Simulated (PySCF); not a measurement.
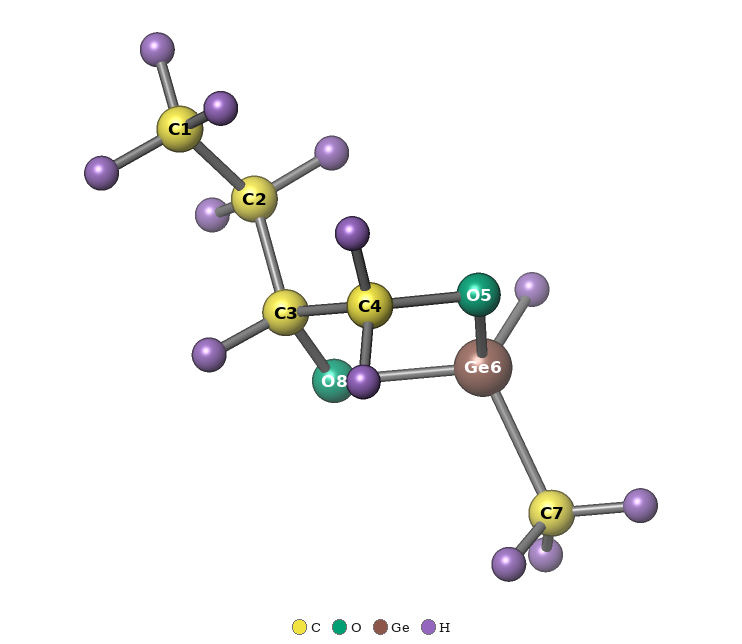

Atoms fade into the background with distance from the viewer. The computed structure is the end point of a PBE0-D3(BJ)/def2-SVP optimisation. No frequency run is at hand to confirm it as a minimum.

How is the 5-membered ring C3–C4–O5–Ge6–O8 puckered?

Answer. It is a twist (half-chair). The Cremer–Pople amplitude Q is 0.34 Å.

Give the torsion angles round the ring, beginning with the bond from its second to its third atom.

Answer. −31°, 13°, 11°, −30°, 41°.
